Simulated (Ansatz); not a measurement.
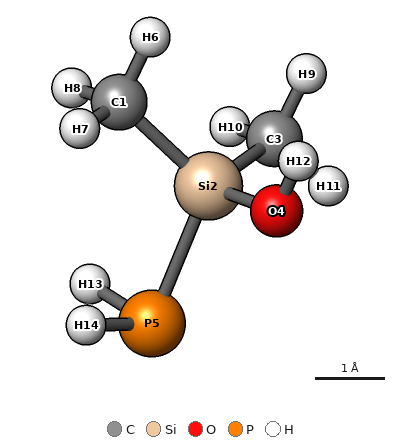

The structure (ball-and-stick view, seen at a tilt; atoms are numbered from 1 in the order of the input).

## Two runs on C₂H₉OPSi

System: C₂H₉OPSi, SMILES C[Si](C)(O)P.
Method of the first run: RKS SPW92 (LDA)/def2-TZVPP (Ansatz 0.2.0).

The geometry comes from this level: PBE0-D4/def2-TZVP. Text and figures count atoms from 1; the logs count them from 0 in places.

Input, the first run:
```yaml
crystal:
  periodic: [false, false, false]
  atoms:
    - {symbol: C, position_ang: [-1.133343, 1.146583, -0.047159]}
    - {symbol: Si, position_ang: [-0.084687, -0.397536, 0.052798]}
    - {symbol: C, position_ang: [1.438586, -0.064532, 1.080538]}
    - {symbol: O, position_ang: [-0.971391, -1.650312, 0.676902]}
    - {symbol: P, position_ang: [0.573806, -1.183950, -1.955344]}
    - {symbol: H, position_ang: [-1.444962, 1.475067, 0.949904]}
    - {symbol: H, position_ang: [-2.030648, 0.973797, -0.645550]}
    - {symbol: H, position_ang: [-0.574002, 1.966324, -0.505212]}
    - {symbol: H, position_ang: [1.164775, 0.266960, 2.086776]}
    - {symbol: H, position_ang: [2.054243, 0.718419, 0.629276]}
    - {symbol: H, position_ang: [2.049043, -0.965364, 1.175240]}
    - {symbol: H, position_ang: [-1.509323, -1.469416, 1.448740]}
    - {symbol: H, position_ang: [1.128476, 0.069369, -2.337102]}
    - {symbol: H, position_ang: [-0.673373, -0.914507, -2.580807]}
basis:
  gaussian: {orbitals: def2-TZVPP}
hamiltonian: {xc: lda}
output: {orbitals: {seedname: orbitals}}
```

Hardware: 4 CPU threads, shared host.

Output (the first run):
```
Functional definition: SPW92
  exchange = slater_x
  correlation = pw_c
1617 factors; their error is unknown
mean field evaluation 1: about -21314.9079 eV, gradient 1.0e2 eV
mean field evaluation 2: about -21272.2641 eV, gradient 1.6e2 eV
mean field evaluation 4: about -21336.4519 eV, gradient 1.6e1 eV
mean field evaluation 8: about -21336.9649 eV, gradient 3.6e-1 eV
mean field evaluation 16: about -21336.9239 eV, gradient 5.1e-4 eV
mean field -21336.92391391 eV, -784.1174911498 hartree, gradient 5.3e-5 eV, S^2 0.000000; 0 other end points of the search recorded, 0 dependent functions left out
reference -21336.92395848 eV, -784.1174927877 hartree; 29, 29 occupied and 274, 274 virtual orbitals, 1617 factors
Total energy: -21336.92395848 eV, -784.1174927877 hartree
```

For the second run the input was changed thus:
```diff
-hamiltonian: {xc: lda}
+hamiltonian: {xc: {name: B97M-V}}
```

What does this change do to the results?

The total energies belong to different methods, so their difference says nothing on which is more stable or more accurate. The HOMO goes from −6.13 to −6.37 eV. The LUMO goes from −0.62 to −0.28 eV.

Output (the second run):
```
Functional definition: B97M-V
  parameter cx00 = 1.000
  parameter cx01 = 1.308
  parameter cx02 = 1.901
  parameter cx10 = 0.416
  parameter cx11 = 3.070
  parameter css00 = 1.000
  parameter css02 = -1.855
  parameter css10 = -5.668
  parameter css32 = -20.497
  parameter css42 = -20.364
  parameter cos00 = 1.000
  parameter cos01 = 1.573
  parameter cos03 = -6.298
  parameter cos10 = 2.535
  parameter cos32 = -6.427
  parameter b = 6.0
  parameter c = 0.01
  gx(w, u) = cx00 + cx01*u + cx02*u^2 + (cx10 + cx11*u)*w
  gss(w, u) = css00 + css02*u^2 + css10*w + (css32*w^3 + css42*w^4)*u^2
  gos(w, u) = cos00 + cos01*u + cos03*u^3 + cos10*w + cos32*w^3*u^2
  exchange = spin_sum(e_x_unif_s*gx(b97_w, b97_u_x))
  correlation = spin_sum(e_c_pw_mod_same_spin*gss(b97_w, b97_u_same))
      + integral(e_c_pw_mod_opposite_spin*gos(b97_w_opposite, b97_u_opposite)) + vv10(b, c)
1617 factors; their error is unknown
mean field evaluation 1: about -21418.9364 eV, gradient 8.6e1 eV
mean field evaluation 2: about -21401.8660 eV, gradient 1.2e2 eV
mean field evaluation 4: about -21433.9885 eV, gradient 7.5e0 eV
mean field evaluation 8: about -21434.1196 eV, gradient 3.1e-1 eV
mean field evaluation 16: about -21434.0752 eV, gradient 1.8e-3 eV
mean field -21434.07515052 eV, -787.6877332438 hartree, gradient 5.7e-5 eV, S^2 0.000000; 0 other end points of the search recorded, 0 dependent functions left out
reference -21434.07521799 eV, -787.6877357232 hartree; 29, 29 occupied and 274, 274 virtual orbitals, 1617 factors
Total energy: -21434.07521799 eV, -787.6877357232 hartree
```

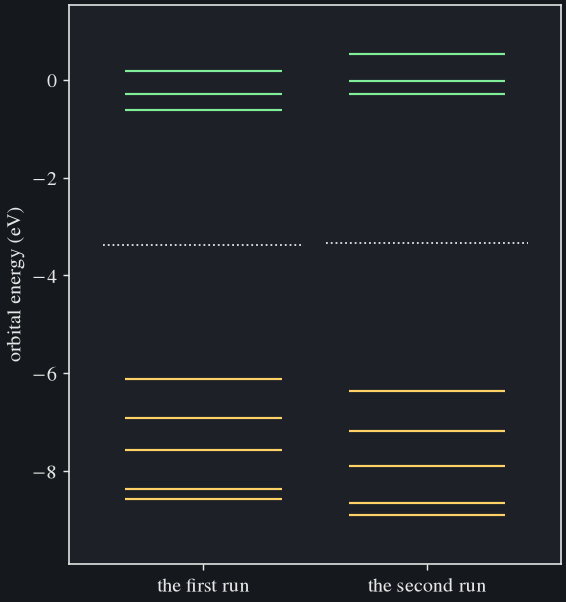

The five highest filled and three lowest empty orbital energies of the two runs; the dotted lines part filled from empty levels. The HOMO–LUMO gap is 5.50 eV in the first run and 6.09 eV in the second run.

The two runs side by side:

| quantity | the first run | the second run |
| --- | --- | --- |
| outcome | converged | converged |
| total energy (hartree) | −784.117493 | −787.687736 |
| HOMO (eV) | −6.13 | −6.37 |
| LUMO (eV) | −0.62 | −0.28 |
| basis functions | 303 | 303 |
| wall time (shared host) | 1.9 s | 7.5 s |
